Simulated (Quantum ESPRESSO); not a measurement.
# Gap and tunnelling decay at a withheld lattice constant: RbSrBr3, cubic perovskite type

**Set-up.** Quantum ESPRESSO 7.5 (pw.x, pwcond.x with ikind = 0), PBE, GBRV ultrasoft, cubic crystals. κ is the slowest decay along [001] at mid-gap among three points across the current.

```
a (Å)  gap on the mesh (eV)  κ (1/Å)
5.641                 4.172    0.285
5.821                 4.022    0.292
6.001                 3.873    0.296
6.361                 3.578    0.301
```

One more run was made and is withheld. What are gap and κ at a = 6.181 Å?

**Worked estimate.** A line through the rows at 6.001 and 6.361 Å gives a gap of 3.873 + 0.500 × (3.578 − 3.873) = 3.73 eV and κ = 0.298 1/Å. The two-band model κ = 0.5123 √(m* E_g/4) needs m* = 0.345 at 6.001 Å; with that mass and the new gap, κ = 0.290 1/Å.

What the calculation gave: The gap is 3.726 eV and κ = 0.300 1/Å. The line misses the gap by 0.000 eV and κ by −0.5 %; the two-band estimate misses κ by −3.2 %.

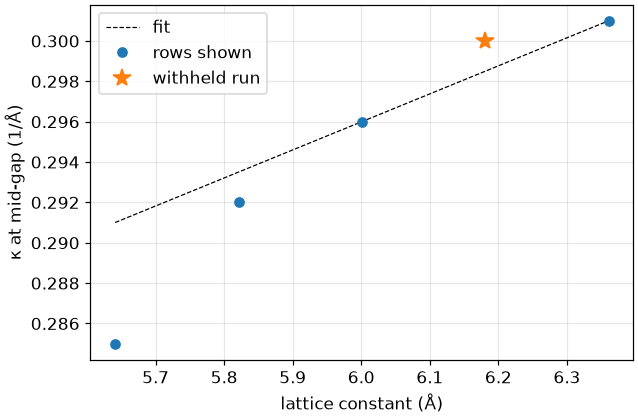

The rows shown, the fit and the withheld run.

Caveats: The structure type is imposed. Local and semilocal gaps and decay constants are too small; no spin-orbit coupling. For an indirect gap m* is a fitting number alone.

[Logs are printed without paths, hosts, clocks, repeated set-up lines and the standing remarks that a program may print on its own settings, such as how far it seeks lower states.]
